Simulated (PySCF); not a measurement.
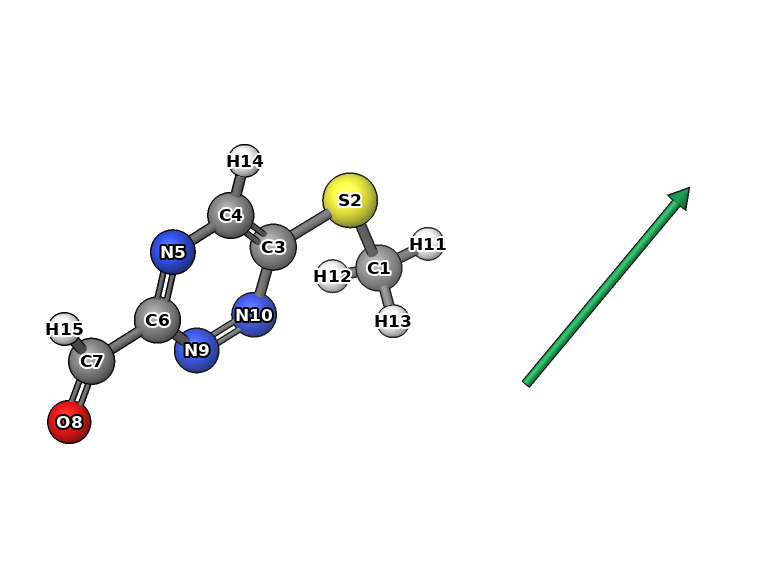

The arrow beside the molecule shows the direction of the dipole moment, from the negative to the positive end (its length means nothing). The computed structure is the end point of a GFN2-xTB optimisation. No frequency run is at hand to confirm it as a minimum. Properties computed with CAM-B3LYP/def2-SVPD, gas phase (PySCF 2.14.0).

Estimate the dipole moment.

Answer. 4.95 D; it points from the side of O8 to the side of H11 (the outermost atoms at the two ends).
